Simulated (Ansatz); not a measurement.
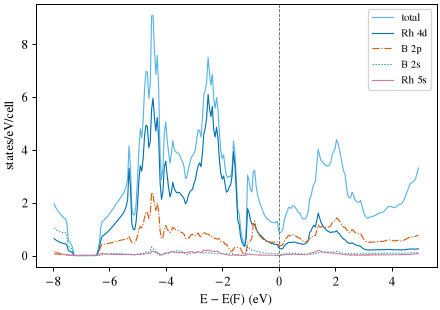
Fig. 1. Total and projected density of states of BaB2Rh2 in space group I4/mmm (No. 139; Rh on 4d, Ba on 2a, B on 4e), r²SCAN (plane waves, PAW; program Ansatz)

Question: Which orbitals carry the states next to the Fermi level?

Answer: Within 0.5 eV of the Fermi level: B 2p 41 %, Rh 4d 32 %, B 2s 5 %, outside the projected shells 16 %. Projections are on Löwdin-orthogonalised atomic valence shells; empty p or d shells of many metals are not among them.

Question: Where is the tallest occupied peak in this window, and what makes it?

Answer: Near -4.4 eV, about 9.1 states/eV per cell; the largest projected share is Rh 4d.

The workflow started from an entry of the Crystallography Open Database (COD). Whether it is the stable phase at ambient conditions was not checked. Symmetry was held in the r²SCAN relaxation; whether a distortion lowers the energy is not shown. The run is not spin-polarised. Scalar-relativistic: spin–orbit coupling is off unless named, which matters more the heavier the elements.

Potentials: the later of the program's two PAW sets.
